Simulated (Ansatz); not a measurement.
Results of r²SCAN+SOC (plane waves, PAW; Ansatz, a first-principles code) for body-centred tetragonal In.

Settings: plane-wave cutoff 560 eV, 24×24×24 k mesh, Fermi–Dirac smearing 0.05 eV, PAW data made under PBE.

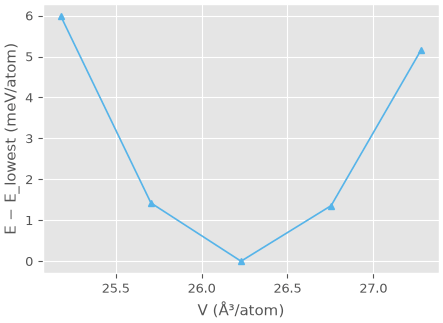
Fig. 1. Total energy against volume

Q: From the curve, estimate the equilibrium volume and the bulk modulus.

A: V0 ≈ 26.2 Å³/atom and B0 ≈ 42 GPa; the fit gives V0 = 26.225 Å³/atom, B0 = 42.4 GPa, B′ = 5.2.

Shape and atoms are relaxed at each volume.

Measured, for comparison: bulk modulus 44.7 GPa (copied from a table, unchecked, extrapolated to 0 K and zero-point effects removed; as tabulated in Lejaeghere et al. (2013), arXiv:1204.2733). Computed (rounded) less measured: bulk modulus not scored (unchecked).

Note: the bulk modulus comes from volumes at which shape and atoms were relaxed.

Computed values are for the static lattice.
